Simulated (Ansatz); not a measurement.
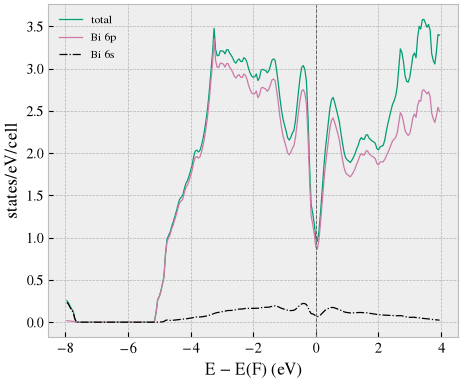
Total and projected density of states of Bi in space group P4/nmm (No. 129; Bi on 2c), PBEsol in the plane-wave PAW code Ansatz

Q: Which orbitals carry the states next to the Fermi level?

A: Within 0.5 eV of the Fermi level: Bi 6p 91 %, Bi 6s 7 %. Projections are on Löwdin-orthogonalised atomic valence shells; empty p or d shells of many metals are not among them.

Q: Where is the tallest occupied peak in this window, and what makes it?

A: Near -3.2 eV, about 3.5 states/eV per cell; the largest projected share is Bi 6p.

The workflow started from a Materials Project entry (that database holds measured and hypothetical structures alike); the Crystallography Open Database copy checked does not list it. It is not the phase usual at ambient conditions (space group No. 166). Symmetry was held in the PBEsol relaxation. At this level the phase is dynamically unstable (imaginary phonons). Spin–orbit coupling is left out wherever it is not named.

Potentials: the later of the program's two PAW sets.
